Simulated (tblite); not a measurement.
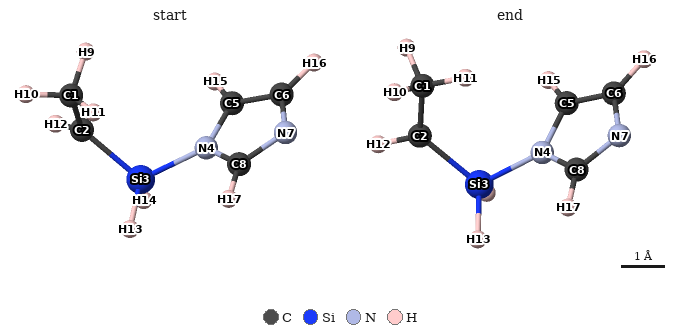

The structure of C$_{5}$H$_{9}$N$_{2}$Si (multiplicity 2) before (left) and after (right) a relaxation, at one scale.

The picture is a ball-and-stick view, seen face on.

Theory: GFN2-xTB geometry optimisation, gas phase in tblite. 

**Describe what moved and what it gained.**

After 118 geometry steps the energy has fallen by 0.242 eV. The atom that moves furthest after the best rigid fit is H11 (1.33 Å). Largest moves by element: H 1.33 Å, C 0.41 Å, N 0.20 Å, Si 0.18 Å. Near-neighbour distances that change, for instance: C2–Si3 1.809 → 1.847 Å, C5–C6 1.387 → 1.360 Å, N7–C8 1.321 → 1.298 Å, C6–H16 1.085 → 1.072 Å. Among the angles between lasting bonds that change: C2–Si3–H13 109.2° → 115.1°, N4–Si3–H13 109.3° → 103.6°, C1–C2–H12 119.9° → 115.0°. Groups turn about C2–Si3 by about 40°, C1–C2 by about 20°. Cost: 0.86 s on 1 thread of Arm Neoverse V1, on a shared host.
